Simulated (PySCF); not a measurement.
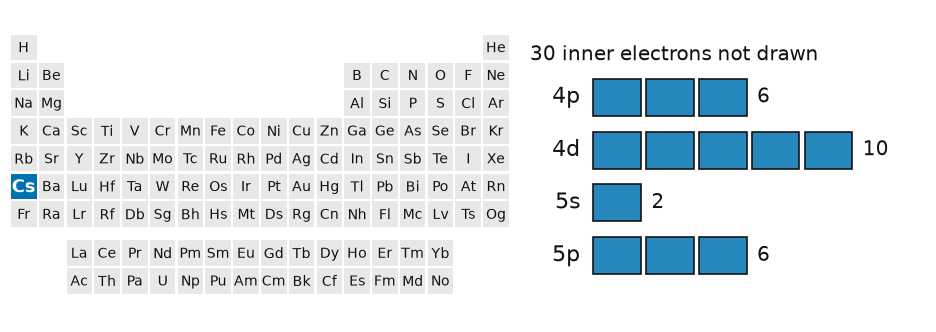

*Left, the place of caesium in the periodic table; right, the outer shells of the nominal configuration: a box for each of the 2l + 1 orbitals, shaded by the share of the shell that is filled, with the electron count at the right.*

Atomic calculation, with input and output: Cs⁺

Cs⁺, configuration 1s2 2s2 2p6 3s2 3p6 3d10 4s2 4p6 4d10 5s2 5p6, multiplicity 1. Level asked for: unrestricted M06-L, def2-SVP with ECP46, scalar-relativistic core potential (PySCF).

### Input
```python
from pyscf import gto, scf, dft, mp, cc
import basis_set_exchange as bse
txt = bse.get_basis("def2-SVP", elements=["Cs"], fmt="nwchem", header=False)
cut = txt.index("\nECP")
mol = gto.M(atom="Cs 0 0 0", charge=1, spin=0, symmetry="D2h",
            basis=gto.basis.parse(txt[:cut]),
            ecp={"Cs": gto.basis.parse_ecp(txt[cut:])})
mf = dft.UKS(mol, xc="M06L")
mf.irrep_nelec = {'Ag': (1, 1), 'B1u': (1, 1), 'B2u': (1, 1), 'B3u': (1, 1)}
mf.kernel()
```

The script is an equivalent of what the driver set up; the driver computed the properties (radii, ⟨L²⟩, response) afterwards. It also set what the script leaves out: max_cycle = 2, guess = 1e. It held the occupations shell by shell, which the script's counts by irreducible representation don't always enforce.

Hardware: 1 thread of Arm Neoverse V2, 23 GiB of memory available, shared host.

The run was one of a batch that the task file lists, launched with:
```bash
OMP_NUM_THREADS=1 python <driver script> TASK.json OUT
```

### Log (extracts)
```
damping factor = 0
level_shift factor = 0
DIIS = <class 'pyscf.scf.diis.CDIIS'>
diis_start_cycle = 1
diis_space = 10
diis_damp = 0
SCF conv_tol = 1e-09
SCF conv_tol_grad = None
number electrons alpha = 4  beta = 4
irrep_nelec {'Ag': (1, 1), 'B1g': (0, 0), 'B2g': (0, 0), 'B3g': (0, 0), 'B1u': (1, 1), 'B2u': (1, 1), 'B3u': (1, 1)}
XC functionals = M06L
    Y. Zhao and D. G. Truhlar.,  J. Chem. Phys. 125, 194101 (2006)
    Y. Zhao and D. G. Truhlar.,  J. Chem. Phys. 125, 194101 (2006)
    Y. Zhao and D. G. Truhlar.,  Theor. Chem. Acc. 120, 215 (2008)
alpha HOMO (B3u) = -0.545120652254031  LUMO (Ag) = -0.156438623069964
  HOMO = -0.545120652254  LUMO = -0.15643862307  gap/eV = 10.57658
cycle= 1 E= -19.9776360095088  delta_E= -0.354  |g|= 0.155  |ddm|= 3.41
alpha HOMO (B3u) = -0.744495762413816  LUMO (Ag) = -0.187201569511589
  HOMO = -0.744495762414  LUMO = -0.187201569512  gap/eV = 15.16475
cycle= 2 E= -19.9978757699414  delta_E= -0.0202  |g|= 0.0372  |ddm|= 0.556
SCF not converged.
SCF energy = -19.9978757699414 after 2 cycles  <S^2> = -1.7763568e-15  2S+1 = 1
```

### Outcome

```tsv
quantity	value
outcome	not converged
total energy (valence electrons, under a core potential)	−19.997876 hartree
SCF iterations	2
```

### What went wrong

This input holds a deliberate fault: too few SCF iterations. The run did not meet its convergence test in 2 iterations, so its last values are not results.
